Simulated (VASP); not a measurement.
Band structure of Co3Ge2 (space group P-6m2). Level of theory: r2SCAN meta-GGA, VASP's PBE PAW potentials (set 64) (plane waves; VASP).

The run has a spin-polarised start.

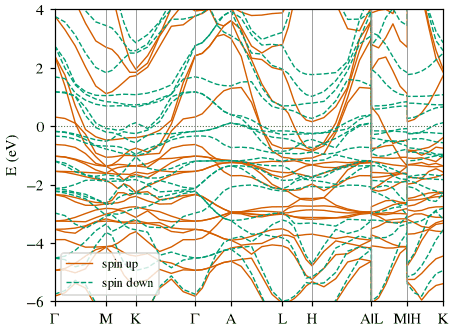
Fig. 1. Bands along high-symmetry lines, zero at the valence-band maximum or, without a gap, the Fermi level

Read the plot: is there a gap, and where are the band edges?

It has no gap at this level: it comes out as a metal or semimetal.

The structure comes from a computed database's Co3Ge2 entry (P-6m2); how it stands against other phases isn't given here. It was relaxed first.
